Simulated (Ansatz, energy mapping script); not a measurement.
**NiS: J from the energies of magnetic orders**

How strongly do the moments of NiS couple under LDA+U (8.4 eV)? The plan is to run several orders and fit a Heisenberg model.

Method: LDA with U = 8.4 eV on Ni d, ortho-atomic projectors; plane waves, U on orthogonalised atomic orbitals unless named otherwise, collinear spin, no spin–orbit coupling, in Ansatz 0.2.0.

The database entry behind the starting cell differs from later determinations by our own check (about 0.4 % short), so it need not match the best structure at ambient conditions.

In doubt: warnings of the run leave room for a lower electronic state (step 2), so energies may not be the lowest and differences between runs may mislead.

### Step 1. The structure

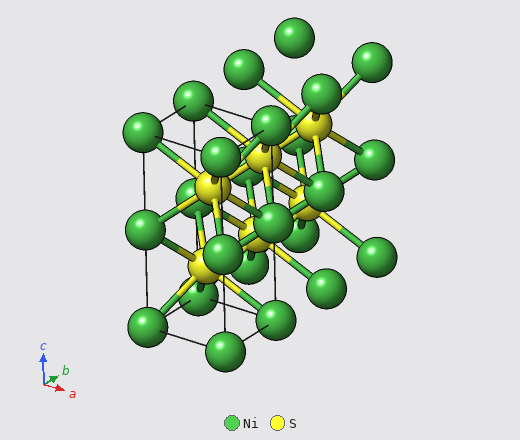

Start, viewed slightly off an axis; nickel green, sulfur yellow. 1×3×1 cells are drawn. Bonds to atoms that aren't drawn are left out. Some periodic images of atoms are drawn too.

The U corrects the self-interaction that lets semilocal functionals spread d and f electrons too far. Its value here is typed, not computed.

### Step 2. One set of occupation matrices for all orders

A corrected shell can settle in several orbital fillings. One parallel run, with an occupation width a fifth wider than the orders use, therefore is to supply the occupation matrices. All orders start from them.

File input.yaml:

```yaml
crystal:
  lattice:
    - [3.425, 0.0, 0.0]
    - [-1.7125, 2.966137008, 0.0]
    - [0.0, 0.0, 5.34]
  atoms:
    - { symbol: Ni, position: [0.0, 0.0, 0.0], spin: 2.0 }
    - { symbol: Ni, position: [0.0, 0.0, 0.5], spin: 2.0 }
    - { symbol: S, position: [0.333333333, 0.666666667, 0.25] }
    - { symbol: S, position: [0.666666667, 0.333333333, 0.75] }
magnetization:
  spin_polarized: true
kpoints:
  mp_grid: { grid: [9, 9, 5] }
hamiltonian:
  xc: lda
  hubbard:
    sites: [{ species: Ni, l: d, u_eff: 8.4 }]
    projectors: ortho-atomic
scf:
  occupations: { method: fermi_dirac, width: 0.06 }
output:
  eigenvalues: true
```

Run with:

```sh
$ ansatz run input.yaml --threads 4 --pin off --max-ram 8192MiB --backend cpu --events-out ev --progress --plain --runs-dir out
```

Numbers of over 12 decimals in the logs are rounded to 6 here.

Log:

```text
Engine: ansatz 0.2.0, aarch64-unknown-linux-gnu
Pseudopotentials: kind: paw
Pseudopotential: Ni, paw, valence charge 18, recommended cutoff 420 eV (normal), Ni.paw.azcp
Pseudopotential: S, paw, valence charge 6, recommended cutoff 420 eV (normal), S.paw.azcp
Functional definition: SPW92
  exchange = slater_x
  correlation = pw_c
Crystal: 4 atoms, lattice volume = 54.249 Å³
Basis set: ecut = 420 eV, 1085 PW (Γ)
Bands: 32, of which v1, the nominal top of the filled ones, is band 24 counted from 1 (23 counted from 0)
Symmetry: 24 space group operations
Space group: P63/mmc (ITA 194), of the structure as read, at distance tolerance 3.8e-5 Å
Magnetic group: BNS 194.263 (UNI 1493), of the structure as read, at distance tolerance 3.8e-5 Å
k-points: 36 of 405
Non-local potential: Ni, projectors of the file, l = 0: 3, l = 1: 2, l = 2: 3, l = 3: 1
Non-local potential: S, projectors of the file, l = 0: 2, l = 1: 2, l = 2: 2
PAW form: soft (Blöchl's): semilocal exchange-correlation on the pseudo side does not see the compensation charge
PAW frozen core: Ni, regenerated for the run's functional, and the local potential with it (the file was generated under x = pbe(κ = 0.804, μ = 0.219515), c = pbe(β = 0.066725))
PAW frozen core: S, regenerated for the run's functional, and the local potential with it (the file was generated under x = pbe(κ = 0.804, μ = 0.219515), c = pbe(β = 0.066725))
PAW one-centre angular grid: Ni, 590 points (default); XC on 64 Gauss nodes
PAW one-centre angular grid: S, 110 points (default); XC on 64 Gauss nodes
Initial density: superposition of atomic densities (chi_scale 0.1, normalization cell)
Starting moments: Σ|m| = 4 μB on 2 of 4 sites
Initial wavefunctions: pseudopotential atomic-orbital guess
Functional: x = slater, c = lda
SCF iter   1: F=—  HF=-13278.512817 eV  |F-HF|=—  |Δ(HF+E_count)|=         —  Δρ=2.05e-1 (↑3.25e-2 ↓2.05e-1)  dr2=1.57e1  dr2_m=6.34e0  M=1.370 μB ∫|m|=1.423 μB  β_m=0.30  ethr=3.10e-3  ⟨swp⟩=5.8  Hψ=9050  notcnv=0
preconditioner: auto → Kerker (q_TF=auto, 2.673 Å⁻¹)  [metal: Δε(μ)=0.021 eV  Ē_g=11.552 eV  σ=0.060 eV  W_gap=0.09  n_scr=22 (ndim 8)  ℏωp=28.5 eV  f_vac=0.000  D(μ)=2.60/eV (n_scr^D=22)]
spin=Collinear: Kerker preconditioning applied to the charge; magnetization (m = ρ↑ − ρ↓) channel mixes plain (no charge-response kernel on spin).
SCF iter   2: F=—  HF=-13278.698943 eV  |F-HF|=—  |Δ(HF+E_count)|=   1.86e-1  Δρ=6.21e-2 (↑5.31e-2 ↓6.21e-2)  dr2=6.81e-1  dr2_m=1.47e0  M=1.953 μB ∫|m|=1.996 μB  β_m=0.30  ethr=3.10e-3  ⟨swp⟩=3.0  Hψ=5313  notcnv=0  defer=121
[...]
k-points: 123 of 405
[...]
spin=Collinear: Kerker preconditioning applied to the charge; magnetization (m = ρ↑ − ρ↓) channel mixes plain (no charge-response kernel on spin).
[...]
WARN: an SCF from antiferromagnetic starting moments (-2.00, 2.00, 0.00, 0.00 Bohr magnetons, atom by atom) was not made, by what the run has read of turns of its moments that order reads lower: the deck asks for what bars it, or types moments that do (magnetization.spin_polarized, in the input reference, names some of the keys), or the run goes by scf.lower_state_search: light, the default, which as a rule tries one only behind a close that has lost an order of both signs, or on which an open d or half-filled 4f shell of a PAW file has lost a moment that was set nearer to Hund's than to what is left; [rest of the remark cut]
SCF converged after 2 iterations
Stability not told: the lowest value that the SCF's own minimisation read on its close, 5.8e-2 (residual 1.2e-3), is positive but too near zero to vouch for directions that it does not look along: no lower mode is shown, and none is ruled out
Magnetization: 1.8593 μB (24.9296 up, 23.0704 down)
Absolute magnetization: 2.0313 μB (∫|ρ↑−ρ↓|, with the PAW one-centre terms)
Spin contamination: 0.2185 ħ² per cell (⟨S²⟩ above its minimum at these occupations)
Per-site moments (μB) at R_I (Å): [(0.930366, 0.984176), (0.930366, 0.984176), (-0.014495, 0.984176), (-0.014495, 0.984176)]
Free energy (F): -13281.003042 eV
Harris-Foulkes:  -13281.003042 eV  (|F-HF|=1.24e-9)
Internal energy: -13280.980416 eV  (E = F + TS)
E sigma→0 (E₀):  -13280.991729 eV
Entropy (-TS):   -0.022626 eV (-5.656 meV/atom)
Fermi energy:    12.099116 eV
--- Per-component energies (eV) ---
  E_band       = -747.232156
  E_kinetic    = 783.713252
  E_local      = -9015.479709  (includes V_loc(G=0)·N_el)
  E_nonlocal   = 1360.813164
  E_hartree    = 3835.840273
  E_xc         = -360.147741
  E_vxc        = -392.474112  (∫ρ·V_xc dr)
  E_hubbard    = 3.812297  (on-site DFT+U / exact-exchange correction)
  E_vhub       = -66.177714  (the Hubbard potential's part of the band-sum identity)
  E_paw        = -4279.680370  (= ΣΔE_a)
  E_vpaw       = -1089.313858  (= ΣTr[D̂ρ^β])
  E_aug_tail   = 0.000806  (compensation charges beyond the density's cutoff)
  E_ewald      = -5611.027025
  E_core_change = 1.174636  (= ΣΔE_core)
  E_smearing   = -0.022626  (= −TS)
  E_closure    = -0.000000  (closes the sum)
  Σ components = -13281.003042   (vs F -13281.003042, Δ=0.00e0)
--- Band table (eV; the first three rows and the last of 230) ---
  k-point 0 ↑: bands = [... 20 lower, 9.0660, 11.2089, 11.2221, 11.8089, 12.9923, 13.1187, 16.2903, 16.8547, ... 4 higher]
  k-point 1 ↑: bands = [... 20 lower, 8.9663, 11.0810, 11.4434, 11.4800, 12.8776, 13.0000, 16.6199, 17.4692, ... 4 higher]
  k-point 2 ↑: bands = [... 20 lower, 8.9923, 9.7774, 11.9556, 12.0261, 12.5538, 12.6535, 17.4255, 18.0588, ... 4 higher]
  k-point 114 ↓: bands = [... 20 lower, 8.8338, 10.0052, 11.3076, 12.2217, 14.9889, 15.2736, 17.3088, 17.9459, ... 4 higher]
Occupation matrices written to <dir>
```

It took 2.6 min on 4 threads of Arm Neoverse V2, shared host; peak memory 2 GiB.

Numbers from this step:

```
final state                       : ferromagnetic
electrons in the corrected shells : 8.786, 8.786 e
largest moment                    : 0.93 μB
```

### Step 3. Order 1: parallel, cell A of 4 atoms

Each cell gets its own parallel run on the same mesh, so that most of the mesh error cancels in the differences.

input.yaml, the sections that differ from step 2:

```yaml
hamiltonian:
  xc: lda
  hubbard:
    sites:
      - { species: Ni, l: d, u_eff: 8.4 }
      - { site: 0, l: d, u_eff: 8.4, starting_ns: [{ spin: up, occupation_matrix: ni1_major }, { spin: down, occupation_matrix: ni1_minor }] }
      - { site: 1, l: d, u_eff: 8.4, starting_ns: [{ spin: up, occupation_matrix: ni2_major }, { spin: down, occupation_matrix: ni2_minor }] }
    projectors: ortho-atomic
    occupation_matrices:
      ni1_major:
        matrix:
          - [0.986, 0.0, -0.001, 0.001, 0.0]
          - [0.0, 0.944, 0.004, 0.003, -0.032]
          - [-0.001, 0.004, 0.973, -0.01, 0.003]
          - [0.001, 0.003, -0.01, 0.98, 0.001]
          - [0.0, -0.032, 0.003, 0.001, 0.966]
      ni1_minor:
        matrix:
          - [0.981, -0.004, -0.015, -0.01, -0.003]
          - [-0.004, 0.882, -0.057, -0.042, -0.071]
          - [-0.015, -0.057, 0.448, -0.394, -0.027]
          - [-0.01, -0.042, -0.394, 0.691, -0.022]
          - [-0.003, -0.071, -0.027, -0.022, 0.935]
      ni2_major:
        matrix:
          - [0.986, 0.0, 0.0, -0.001, 0.001]
          - [0.0, 0.969, -0.011, 0.008, 0.013]
          - [0.0, -0.011, 0.948, 0.028, 0.008]
          - [-0.001, 0.008, 0.028, 0.968, -0.005]
          - [0.001, 0.013, 0.008, -0.005, 0.977]
      ni2_minor:
        matrix:
          - [0.981, 0.015, -0.004, 0.003, -0.01]
          - [0.015, 0.507, 0.159, -0.13, 0.343]
          - [-0.004, 0.159, 0.823, 0.122, -0.116]
          - [0.003, -0.13, 0.122, 0.893, 0.095]
          - [-0.01, 0.343, -0.116, 0.095, 0.733]
scf:
  occupations: { method: fermi_dirac, width: 0.05 }
# crystal, magnetization, kpoints, output: as in step 2
```

Log:

```text
Warning: crystal.symmetry: narrowed to the stabiliser of the occupation matrices — unitary ops 24 → 2; lowered by the specified shells (site 0, l: d), (site 1, l: d); largest admitted image defect 4.4e-16, smallest excluded 1.1e-3 — at a rounding scale rather than a splitting's, so precision (not physics) most likely lowered the group: (i) a fixed point transcribed at too few decimals — re-emit the block at full precision (to 7 decimals or more, rounded to nearest) from a symmetrised source (a converged report's `n_mat` / `n_mat_spinor`) (of a frozen-density pass: in the run whose state it reads); [rest of the remark cut]
[...]
Crystal: 4 atoms, lattice volume = 54.249 Å³
Basis set: ecut = 420 eV, 1085 PW (Γ)
Bands: 32, of which v1, the nominal top of the filled ones, is band 24 counted from 1 (23 counted from 0)
Symmetry: 2 space group operations
k-points: 203 of 405
[...]
Starting moments: Σ|m| = 4 μB on 2 of 4 sites
[...]
SCF iter   1: F=—  HF=-13282.021696 eV  |F-HF|=—  |Δ(HF+E_count)|=         —  Δρ=1.69e-1 (↑2.92e-2 ↓1.69e-1)  dr2=7.86e0  dr2_m=4.40e0  M=1.728 μB ∫|m|=1.944 μB  β_m=0.30  ethr=3.10e-3  ⟨swp⟩=5.8  Hψ=50081  notcnv=0
[...]
SCF iter  15: F=-13280.999601 eV  HF=-13280.999601 eV  |F-HF|=2.15e-8  |Δ(HF+E_count)|=   2.33e-7  Δρ=1.32e-5 (↑5.51e-6 ↓1.32e-5)  dr2=9.27e-8  dr2_m=1.25e-8  M=1.866 μB ∫|m|=2.036 μB  ethr=2.08e-10  ⟨swp⟩=7.5  Hψ=48834  notcnv=0
SCF 1 converged in 15 iterations: F = -13280.999601 eV  dr2 = 9.27e-8
[...]
SCF converged after 15 iterations
Magnetization: 1.8662 μB (24.9331 up, 23.0669 down)
Absolute magnetization: 2.0335 μB (∫|ρ↑−ρ↓|, with the PAW one-centre terms)
[...]
Per-site moments (μB) at R_I (Å): [(0.931731, 0.984176), (0.931723, 0.984176), (-0.012966, 0.984176), (-0.012966, 0.984176)]
Free energy (F): -13280.999601 eV
[...]
Internal energy: -13280.984051 eV  (E = F + TS)
E sigma→0 (E₀):  -13280.991826 eV
Entropy (-TS):   -0.015550 eV (-3.888 meV/atom)
Fermi energy:    12.100741 eV
[...]
--- Specified on-site occupations, and those of the state reported ---
  electrons in the specified blocks: 17.5710 specified, 17.5715 found
  site 0 (l=d) ↑: largest change of an orbital's occupation 0.0013; electrons 4.8490 specified, 4.8492 found; spectral distance 0.0012
  site 0 (l=d) ↓: largest change of an orbital's occupation 0.0012; electrons 3.9370 specified, 3.9366 found; spectral distance 0.0004
[...]
--- Band table (eV; the first three rows and the last of 406) ---
  k-point 0 ↑: bands = [... 20 lower, 9.0646, 11.2084, 11.2213, 11.8084, 12.9914, 13.1165, 16.2900, 16.8542, ... 4 higher]
  k-point 1 ↑: bands = [... 20 lower, 8.9650, 11.0804, 11.4429, 11.4790, 12.8767, 12.9980, 16.6196, 17.4687, ... 4 higher]
  k-point 2 ↑: bands = [... 20 lower, 8.9913, 9.7767, 11.9550, 12.0247, 12.5528, 12.6516, 17.4251, 18.0583, ... 4 higher]
  k-point 202 ↓: bands = [... 20 lower, 9.4094, 10.0353, 10.3715, 13.0355, 15.1636, 15.6178, 16.7483, 18.0297, ... 4 higher]
Occupation matrices written to <dir>
```

Run time: 12 s. Hardware: 4 threads; peak memory 0.8 GiB; 47 s of CPU time.

Spin moment in the sphere by atom:

```
atom  spin moment in the sphere (μB)
 Ni1                           0.932
 Ni2                           0.932
  S3                          -0.013
  S4                          -0.013
```

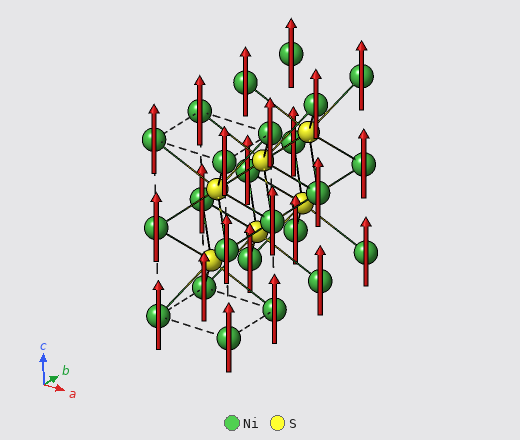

Spin moment in the sphere as arrows, the longest 0.932 μB. Up and down stand for the sign. Arrows give size and sign along the axis of quantisation, drawn up and down the page. Bonds to atoms that aren't drawn are left out. 1×3×1 cells are drawn. Some periodic images of atoms are drawn too.

The run ends ferromagnetic.

### Step 4. Order 2: compensated +−, cell A of 4 atoms

This order reverses 2 of the 2 neighbours at 2.67 Å and 0 of the 6 neighbours at 3.42 Å, counted for an average magnetic atom.

Edit input.yaml of step 3 so:

```diff
@@ -7,3 +7,3 @@
     - { symbol: Ni, position: [0.0, 0.0, 0.0], spin: 2.0 }
-    - { symbol: Ni, position: [0.0, 0.0, 0.5], spin: 2.0 }
+    - { symbol: Ni, position: [0.0, 0.0, 0.5], spin: -2.0 }
     - { symbol: S, position: [0.333333333, 0.666666667, 0.25] }
@@ -20,3 +20,3 @@
       - { site: 0, l: d, u_eff: 8.4, starting_ns: [{ spin: up, occupation_matrix: ni1_major }, { spin: down, occupation_matrix: ni1_minor }] }
-      - { site: 1, l: d, u_eff: 8.4, starting_ns: [{ spin: up, occupation_matrix: ni2_major }, { spin: down, occupation_matrix: ni2_minor }] }
+      - { site: 1, l: d, u_eff: 8.4, starting_ns: [{ spin: up, occupation_matrix: ni2_minor }, { spin: down, occupation_matrix: ni2_major }] }
     projectors: ortho-atomic
```

Log:

```text
[...]
Crystal: 4 atoms, lattice volume = 54.249 Å³
Basis set: ecut = 420 eV, 1085 PW (Γ)
Bands: 32, of which v1, the nominal top of the filled ones, is band 24 counted from 1 (23 counted from 0)
Symmetry: 2 space group operations
k-points: 203 of 405
[...]
Starting moments: Σ|m| = 4 μB on 2 of 4 sites
[...]
SCF iter   1: F=—  HF=-13282.036395 eV  |F-HF|=—  |Δ(HF+E_count)|=         —  Δρ=1.19e-1 (↑1.19e-1 ↓1.19e-1)  dr2=7.92e0  dr2_m=4.15e0  M=-0.000 μB ∫|m|=1.977 μB  β_m=0.30  ethr=3.10e-3  ⟨swp⟩=4.8  Hψ=49048  notcnv=0
[...]
SCF iter  24: F=—  HF=-13281.609913 eV  |F-HF|=—  |Δ(HF+E_count)|=   1.45e-2  Δρ=3.61e-2 (↑3.61e-2 ↓3.61e-2)  dr2=2.08e0  dr2_m=3.31e-3  M=0.000 μB ∫|m|=3.328 μB  β_m=0.30  ethr=2.12e-7  ⟨swp⟩=3.0  Hψ=31247  notcnv=0  defer=726
[...]
spin-set hold released at iteration 24 (site moments' squared step at or under half its running peak, from the soft ceiling on): the magnetisation degrees of freedom join the quasi-Newton model from the next iteration; the mixer history was flushed
SCF iter  25: F=—  HF=-13281.312521 eV  |F-HF|=—  |Δ(HF+E_count)|=   2.97e-1  Δρ=1.61e-2 (↑1.61e-2 ↓1.61e-2)  dr2=3.65e-1  dr2_m=4.88e-3  M=0.000 μB ∫|m|=3.220 μB  β_m=0.38  ethr=2.12e-7  ⟨swp⟩=4.5  Hψ=45317  notcnv=0  defer=758
[...]
SCF iter  40: F=-13281.261659 eV  HF=-13281.261659 eV  |F-HF|=3.94e-9  |Δ(HF+E_count)|=   3.17e-8  Δρ=3.10e-6 (↑1.88e-6 ↓3.10e-6)  dr2=5.37e-9  dr2_m=1.00e-9  M=-0.000 μB ∫|m|=2.992 μB  ethr=1.08e-10  ⟨swp⟩=2.8  Hψ=37262  notcnv=0
WARN: hamiltonian.hubbard: on 2 of 4 specified blocks the occupation matrix of this SCF's result fails the test of the specified filling. At site 0 ↓ (sites count from 0 in the list of atoms of the cell that this SCF solves) the least filled combination of the orbitals specified full has occupation 0.345, and the fullest combination of the orbitals specified empty has occupation 0.346; the filling counts as kept wher [...]
SCF 1 converged in 40 iterations: F = -13281.261659 eV  dr2 = 5.37e-9
[...]
SCF converged after 40 iterations
Magnetization: -0.0000 μB (24.0000 up, 24.0000 down)
Absolute magnetization: 2.9930 μB (∫|ρ↑−ρ↓|, with the PAW one-centre terms)
[...]
Per-site moments (μB) at R_I (Å): [(1.335954, 0.984176), (-1.335959, 0.984176), (1.7252810642306923e-6, 0.984176), (1.7252810644058166e-6, 0.984176)]
Free energy (F): -13281.261659 eV
[...]
Internal energy: -13281.261657 eV  (E = F + TS)
E sigma→0 (E₀):  -13281.261658 eV
Entropy (-TS):   -0.000002 eV (-0.000 meV/atom)
Fermi energy:    12.795567 eV
[...]
--- Specified on-site occupations, and those of the state reported ---
  electrons in the specified blocks: 17.5710 specified, 17.2185 found
[...]
--- Band table (eV; the first three rows and the last of 406) ---
  k-point 0 ↑: bands = [... 20 lower, 10.4273, 11.4794, 11.4794, 12.1521, 14.4168, 14.4172, 16.3860, 16.9429, ... 4 higher]
  k-point 1 ↑: bands = [... 20 lower, 10.1788, 11.3766, 11.8078, 11.8078, 14.3750, 14.3754, 16.7002, 17.5619, ... 4 higher]
  k-point 2 ↑: bands = [... 20 lower, 9.9089, 9.9525, 12.2253, 12.2254, 14.2916, 14.2920, 17.4766, 18.1152, ... 4 higher]
  k-point 202 ↓: bands = [... 20 lower, 8.8587, 9.1177, 10.6797, 11.5585, 13.4885, 13.9994, 16.7276, 17.8889, ... 4 higher]
Occupation matrices written to <dir>
```

The job ended after 31 s (4 threads; peak memory 0.82 GiB; 2 min of CPU time).

Spin moment in the sphere by atom:

```
atom  spin moment in the sphere (μB)
 Ni1                            1.34
 Ni2                           -1.34
  S3                            0.00
  S4                            0.00
```

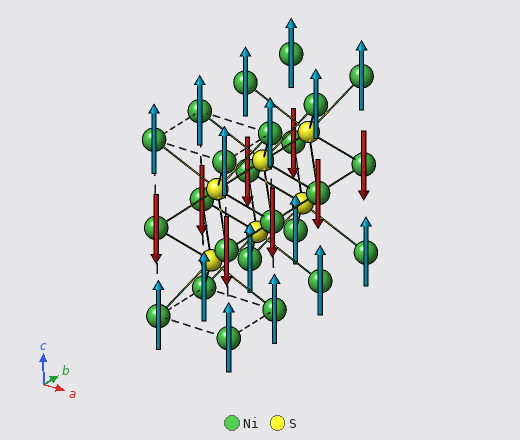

Spin moment in the sphere as arrows, the longest 1.34 μB. Up and down stand for the sign. Arrows give size and sign along the axis of quantisation, drawn up and down the page. The two directions have two colours. Bonds to atoms that aren't drawn are left out. 1×3×1 cells are drawn. Some periodic images of atoms are drawn too.

The run ends antiferromagnetic, 134.92 meV a magnetic atom below the parallel order of its cell, a difference that unlike orbital or electronic states can set, not exchange alone.

### Step 5. Parallel start in cell B (8 atoms)

The parallel order again, as the reference for this cell.

Edit input.yaml of step 4 so:

```diff
@@ -2,10 +2,14 @@
   lattice:
-    - [3.425, 0.0, 0.0]
-    - [-1.7125, 2.966137008, 0.0]
-    - [0.0, 0.0, 5.34]
+    - [-3.425, 0.0, 0.0]
+    - [0.0, 0.0, -5.34]
+    - [0.0, -5.932274016, 0.0]
   atoms:
+    - { symbol: Ni, position: [0.5, 0.0, 0.5], spin: 2.0 }
     - { symbol: Ni, position: [0.0, 0.0, 0.0], spin: 2.0 }
-    - { symbol: Ni, position: [0.0, 0.0, 0.5], spin: -2.0 }
-    - { symbol: S, position: [0.333333333, 0.666666667, 0.25] }
-    - { symbol: S, position: [0.666666667, 0.333333333, 0.75] }
+    - { symbol: Ni, position: [0.5, 0.5, 0.5], spin: 2.0 }
+    - { symbol: Ni, position: [0.0, 0.5, 0.0], spin: 2.0 }
+    - { symbol: S, position: [0.500000001, 0.75, 0.166666666] }
+    - { symbol: S, position: [0.0, 0.75, 0.666666666] }
+    - { symbol: S, position: [0.0, 0.25, 0.333333334] }
+    - { symbol: S, position: [0.499999999, 0.25, 0.833333334] }
 magnetization:
@@ -13,3 +17,3 @@
 kpoints:
-  mp_grid: { grid: [9, 9, 5] }
+  mp_grid: { grid: [8, 5, 5] }
 hamiltonian:
@@ -20,3 +24,5 @@
       - { site: 0, l: d, u_eff: 8.4, starting_ns: [{ spin: up, occupation_matrix: ni1_major }, { spin: down, occupation_matrix: ni1_minor }] }
-      - { site: 1, l: d, u_eff: 8.4, starting_ns: [{ spin: up, occupation_matrix: ni2_minor }, { spin: down, occupation_matrix: ni2_major }] }
+      - { site: 1, l: d, u_eff: 8.4, starting_ns: [{ spin: up, occupation_matrix: ni1_major }, { spin: down, occupation_matrix: ni1_minor }] }
+      - { site: 2, l: d, u_eff: 8.4, starting_ns: [{ spin: up, occupation_matrix: ni2_major }, { spin: down, occupation_matrix: ni2_minor }] }
+      - { site: 3, l: d, u_eff: 8.4, starting_ns: [{ spin: up, occupation_matrix: ni2_major }, { spin: down, occupation_matrix: ni2_minor }] }
     projectors: ortho-atomic
```

Log:

```text
[...]
Crystal: 8 atoms, lattice volume = 108.498 Å³
Basis set: ecut = 420 eV, 2157 PW (Γ)
Bands: 63, of which v1, the nominal top of the filled ones, is band 48 counted from 1 (47 counted from 0)
Symmetry: 4 space group operations
k-points: 101 of 200
[...]
Starting moments: Σ|m| = 8 μB on 4 of 8 sites
[...]
k-point 1 ↑: bands = [... 44 lower, 9.4099, 10.5671, 11.0460, 11.9217, 11.9339, 12.4476, 13.0637, 13.2284, ... 11 higher]
  k-point 2 ↑: bands = [... 44 lower, 9.8842, 10.2257, 10.5479, 11.3298, 12.1959, 12.2262, 13.0632, 13.1449, ... 11 higher]
  k-point 100 ↓: bands = [... 44 lower, 10.5716, 10.6004, 12.8610, 13.2478, 15.0242, 15.0786, 15.6101, 16.1072, ... 11 higher]
Occupation matrices written to <dir>
[key lines of the parts left out:]
SCF converged after 21 iterations
Magnetization: 3.6689 μB (49.8344 up, 46.1656 down)
Free energy (F): -26561.995587 eV
Fermi energy:    12.095960 eV
```

It took 42 s on 4 threads; peak memory 1.3 GiB.

The run ends ferromagnetic. For each magnetic atom its energy differs from the parallel run of the first cell by 1.19 meV, an error that one common reference would have brought in.

(Part 1 of 2 ends here.)

[Logs and program files are shortened in this print: banners, set-up blocks, solver, clock and traceback lines can be left out without a mark of their own.]

[Logs are printed without paths, hosts, clocks, repeated set-up lines and the standing remarks that a program may print on its own settings, such as how far it seeks lower states.]

[Hosts, paths, dates, database ids (printed as entryN), source tags and the programs' standing remarks are cut or masked in the printed files.]

[Where a cell is said to come from a database of computed structures, the database is the Materials Project.]
